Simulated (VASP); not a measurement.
Energy against volume of BaHfO3 (cubic perovskite). Computed with rev-vdW-DF2, VASP's PBE PAW potentials (set 64) (plane waves; VASP).

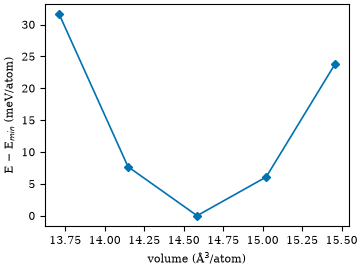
Figure: Energy against volume

Estimate the equilibrium volume and the bulk modulus.

The minimum lies near 14.6 Å³/atom, and the curvature gives B0 of about 170 GPa.

Measured: a 4.171 Å (computed value off by +0.2 %), as given by Zhao et al., (2008), arXiv:0809.3506. The calculation is for a static lattice, while the measured a holds thermal and zero-point effects, which are part of the difference.

The compound is BaHfO3 in the cubic perovskite structure. It was relaxed first.
